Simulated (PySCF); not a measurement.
## Electronic structure of C3H10FSi3 (doublet) in real space

Input

```
{"job": {"kind": "epr", "basis": "pcH-1"}, "charge": 0, "multiplicity": 2}
F      2.755630    -1.500689    -0.107164
C      1.561789    -0.849589    -0.104471
Si     0.061836    -1.974288    -0.218069
C     -1.441093    -0.974891     0.370726
Si    -1.508670     0.828826    -0.222876
C      0.032864     1.726685     0.431047
Si     1.697542     1.023240    -0.151352
H     -0.136035    -2.404351    -1.612627
H      0.286346    -3.165159     0.613458
H     -2.343128    -1.494258     0.052110
H     -1.465585    -0.979825     1.460296
H     -2.719566     1.477879     0.311753
H     -1.560453     0.889547    -1.689844
H      0.002255     1.712527     1.520456
H     -0.012665     2.776521     0.146786
H      1.977994     1.468809    -1.527128
H      2.803942     1.451046     0.716988
```

Launched as:

```sh
OMP_NUM_THREADS=1 python probes_run.py task.json out
```

Geometry: GFN2-xTB.

Computed with UKS B3LYP, pcH-1 on C F H Si, non-relativistic, mean-field spin-orbit, GIAO (PySCF).

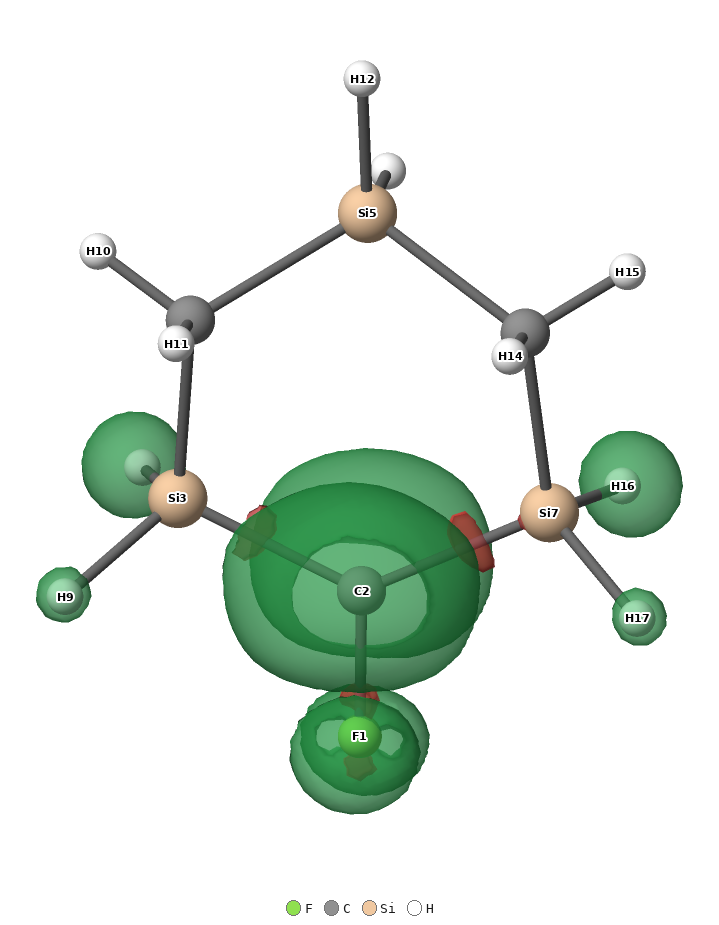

Figure 1. Isosurfaces of the spin density at +0.015 (green) and −0.015 e/Å³ (red), seen at a tilt.

### Which atoms carry the spin?

The unpaired spin (1 electron) lies mostly on C2 (about 0.6), F1 (about 0.1), Si3 (about 0.1) and Si7 (about 0.1), in electrons by Hirshfeld's partition.

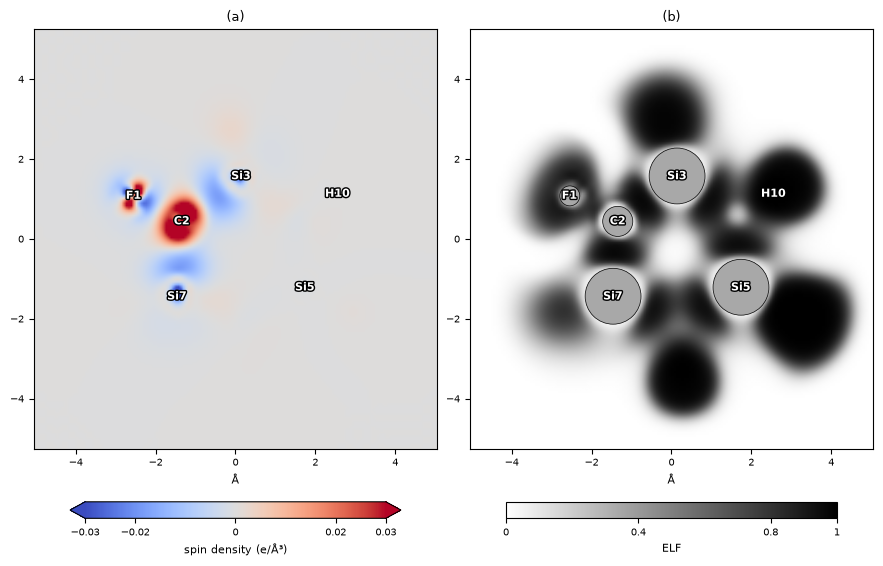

Figure 2. (a) spin density; (b) ELF on the plane of atoms F1, C2 and Si7. Grey discs cover the atomic cores in the ELF map.

### What does the map show?

The plane passes through F, C, Si and H nuclei. C–F (1.36 Å): the ELF peaks at about 0.85 between the atoms, as expected for a shared but strongly polarised pair. C–Si (1.88 Å): the ELF peaks at about 0.95 between the atoms; a shared electron pair. The ELF also peaks beside F1, away from the bonds: non-bonding electrons, paired or unpaired.

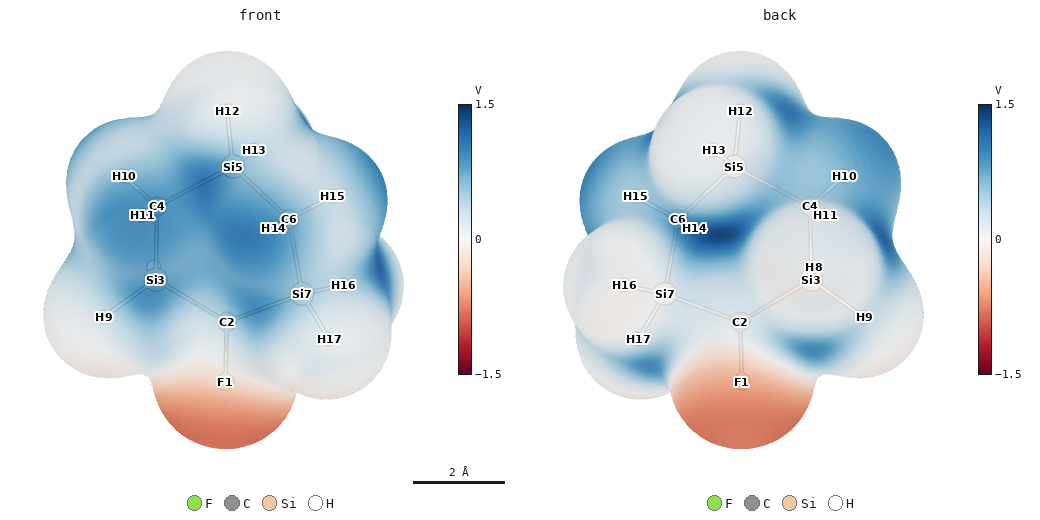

Figure 3. The electrostatic potential painted on the density surface at 0.002 e/bohr³, seen from the front and from behind; red is negative and blue positive.

### Describe the electrostatic potential map.

The most negative region (about −0.8 V, or −18 kcal/mol for a unit charge) lies over F1, the most positive (about +1.3 V, or +30 kcal/mol for a unit charge) over Si3, Si5 and Si7.
